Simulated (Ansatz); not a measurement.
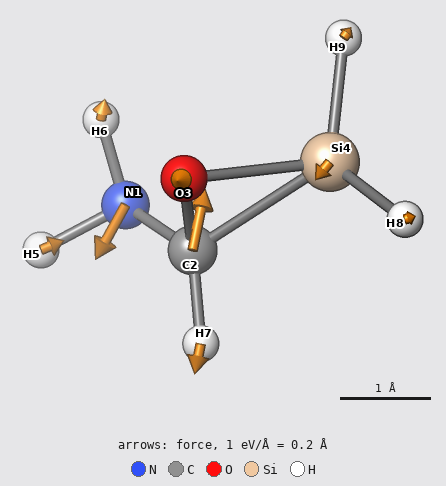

Starting geometry of CH5NOSi (coarse preliminary run) with the computed forces as orange arrows. The picture is a ball-and-stick view, seen at a tilt.

The start comes from a force field.

All numbers below come from RKS PBE-D4/def2-SVP (Ansatz 0.2.0). Set-up: force threshold 0.03 eV/Å; at most 200 steps.

Is this structure relaxed? If not, where do the atoms go?

It isn't relaxed: the largest force vector, on C2, is 3.71 eV/Å. The final displacements have little in common with the starting forces (cosine between the two patterns 0.23). The atom that moves furthest after the best rigid fit is H6 (0.38 Å). Largest moves by element: H 0.38 Å, O 0.23 Å, Si 0.21 Å, N 0.10 Å, C 0.04 Å. Some distances before and after: C2–O3 1.398 → 1.523 Å, C2–Si4 1.926 → 1.845 Å, C2–H7 1.061 → 1.108 Å, N1–H5 1.075 → 1.028 Å. Among the angles between lasting bonds that change: O3–Si4–H8 105.7° → 118.1°, H8–Si4–H9 123.7° → 112.5°, O3–Si4–H9 106.9° → 116.9°. Groups turn about N1–C2 by about 25°. The energy falls by 0.510 eV in 7 accepted moves (8 points after the start). The largest force component goes from 3 to 0.018 eV/Å. The line search rejected the trial step at point 6 of the run.
